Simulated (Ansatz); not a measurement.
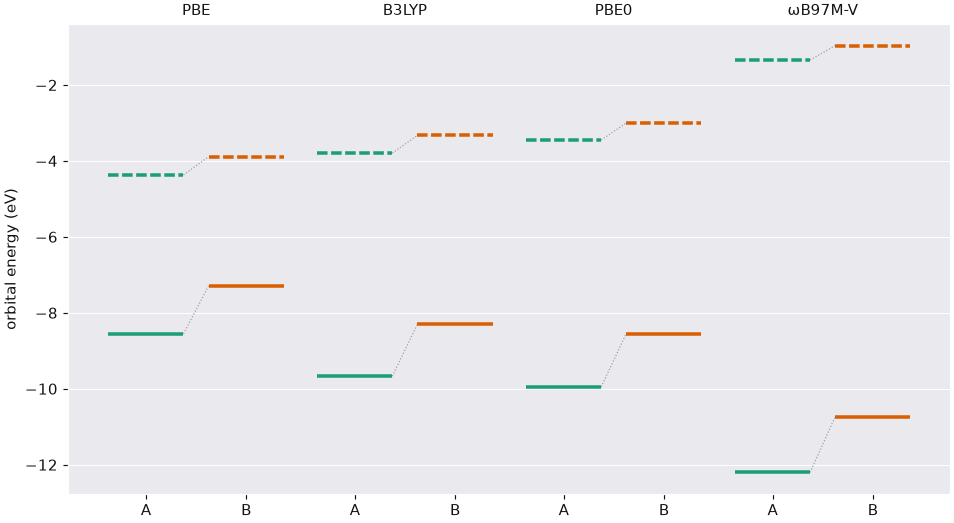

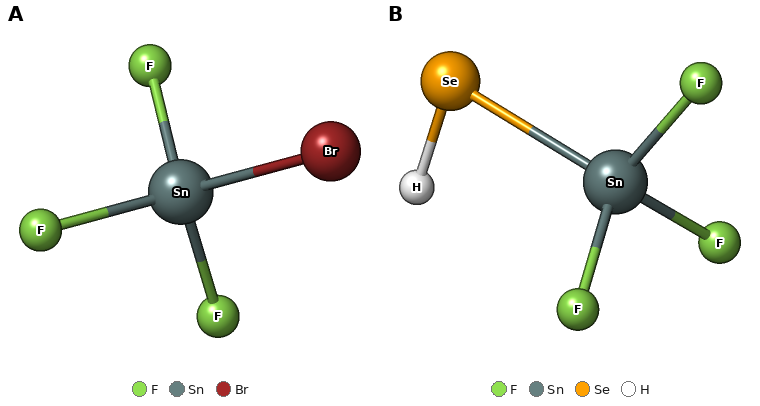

One change: A, SnBrF₃ (SMILES [F][Sn]([F])([F])[Br]), becomes B, SnHSeF₃ (SMILES [F][Sn]([F])([F])[SeH]). Br on Sn is replaced by SeH. HOMO (solid) and LUMO (dashed) computed in def2-TZVPP at PBE0-D4/def2-TZVP geometries, both minima by their frequencies, gas phase, the Ansatz code 0.2.0.

### What does the change do to HOMO and LUMO?

PBE: the HOMO rises by 1.26 eV, the LUMO rises by 0.48 eV, and the separation goes from 4.18 to 3.40 eV. B3LYP: the HOMO rises by 1.37 eV, the LUMO rises by 0.47 eV, and the separation goes from 5.87 to 4.97 eV. PBE0: the HOMO rises by 1.40 eV, the LUMO rises by 0.45 eV, and the separation goes from 6.50 to 5.55 eV. ωB97M-V: the HOMO rises by 1.47 eV, the LUMO rises by 0.38 eV, and the separation goes from 10.86 to 9.77 eV.

### Do the functionals agree on the effect?

They agree on the direction for both levels; the HOMO shift lies between 1.26 and 1.47 eV and the LUMO shift between 0.38 and 0.48 eV, while the separations themselves differ by up to 6.7 eV between functionals.

Known limits of this run: core potentials past krypton; spin-orbit coupling is left out, and with Sn it can shift these values.
